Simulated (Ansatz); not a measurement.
Start from SiO₂ (space group P3_221, No. 154; a = 4.949 Å, c = 5.441 Å).

One thing is altered: a hydrostatic pressure of 4.5 GPa.

Method: PBEsol (Ansatz, an electronic-structure program; PAW; 420 eV plane waves; no spin-orbit coupling).

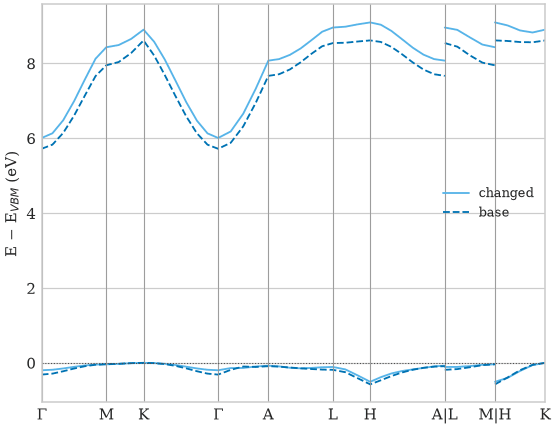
Figure: Highest valence and lowest conduction band along the path, each from its own valence-band maximum

**Question.** From the figure, how large is the changed gap, and is it direct?

**Answer.** About 6.0 eV, indirect, K → Γ.

Load acts through the strain it causes; cell and atoms are relaxed under it. Stability against distortions was not tested.
